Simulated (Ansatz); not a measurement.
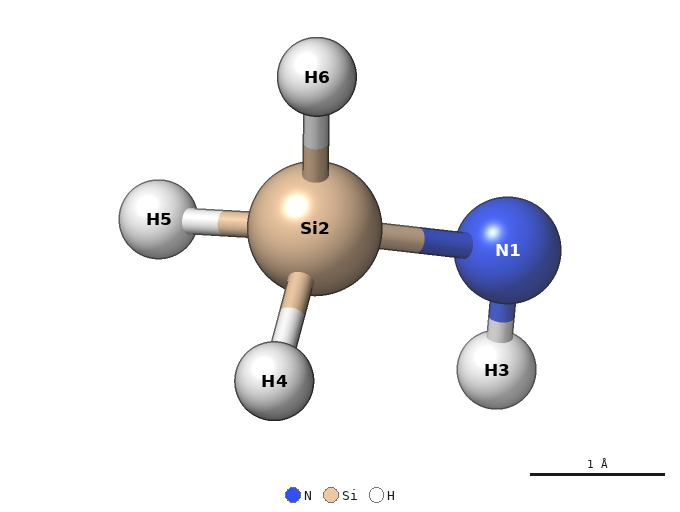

Figure made from data computed with Ansatz.

The view is orthographic, and the bar gives the scale. Charge 0, doublet. Geometry: atoms displaced at random (about 0.06 Å) from a stationary point of PBE0-D4.

Reconstruct the coordinates (Å) as seen: x to the right, y up, z towards the viewer, origin at the mean of the atomic positions.

```xyz
6
H4NSi
N    1.22   0.03  -0.76
Si  -0.23   0.19   0.28
H    1.14  -0.87  -1.25
H   -0.53  -0.95   1.15
H   -1.40   0.26  -0.53
H   -0.21   1.33   1.11
```
